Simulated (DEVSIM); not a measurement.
Structure: Co/HfO2/SiO2/p-Si capacitor, at 300 K.

| layer (left to right) | material | thickness (nm) | Na (cm⁻³) |
|---|---|---|---|
| 1 | HfO2 | 6.60 | - |
| 2 | SiO2 | 1.10 | - |
| 3 | Si | 3700 | 2.4e16 |

Metal gate on the left, work function 5 eV. Fixed charge at the semiconductor interface 0 cm⁻² (in units of +e); no interface traps.

Constants are typed, rounded textbook-type inputs, not results; the design itself was drawn at random and stands for no fabricated device. Values at 300 K.

```tsv
parameter	HfO2	SiO2	Si
gap (eV)	5.7	9	1.124
affinity (eV)	2.5	0.9	4.05
permittivity	22	3.9	11.7
Nc (cm⁻³)	-	-	2.86e19
Nv (cm⁻³)	-	-	3.1e19
```

DEVSIM, 1D Poisson equation in equilibrium, Boltzmann statistics, complete ionisation; no quantum confinement or tunnelling. Metal contacts follow the ideal Schottky-Mott rule: no Fermi-level pinning, no interface dipoles.

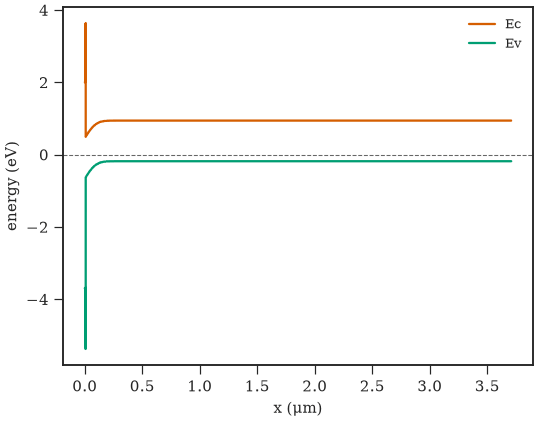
Figure: Band edges at 0.5 V on the gate

Energies count from the Fermi level of the right contact; mesh points crowd at the junctions.

```csv
x (μm),Ec (eV),Ev (eV),n (cm⁻³),p (cm⁻³),field (V/cm)
0.000,2.000,-3.700,< 1e2,< 1e2,30000
0.001313,2.004,-3.696,< 1e2,< 1e2,30000
0.003518,2.010,-3.689,< 1e2,< 1e2,30000
0.005572,2.017,-3.683,< 1e2,< 1e2,30000
0.006986,3.626,-5.374,< 1e2,< 1e2,170000
0.007594,3.637,-5.363,< 1e2,< 1e2,170000
0.008985,0.495,-0.629,1.4e11,8.5e8,56000
0.01402,0.523,-0.601,4.7e10,2.5e9,54000
0.02399,0.575,-0.549,6.3e9,1.8e10,50000
0.04589,0.676,-0.448,1.3e8,9.1e11,42000
0.09834,0.845,-0.279,180000,6.3e14,23000
0.2873,0.939,-0.185,4900,2.4e16,51
0.6615,0.939,-0.185,4800,2.4e16,≈ 0
1.534,0.939,-0.185,4800,2.4e16,≈ 0
2.967,0.939,-0.185,4800,2.4e16,≈ 0
3.391,0.939,-0.185,4800,2.4e16,≈ 0
3.573,0.939,-0.185,4800,2.4e16,≈ 0
3.650,0.939,-0.185,4800,2.4e16,≈ 0
3.690,0.939,-0.185,4800,2.4e16,≈ 0
3.701,0.939,-0.185,4800,2.4e16,≈ 0
3.705,0.939,-0.185,4800,2.4e16,≈ 0
3.708,0.939,-0.185,4800,2.4e16,≈ 0
```
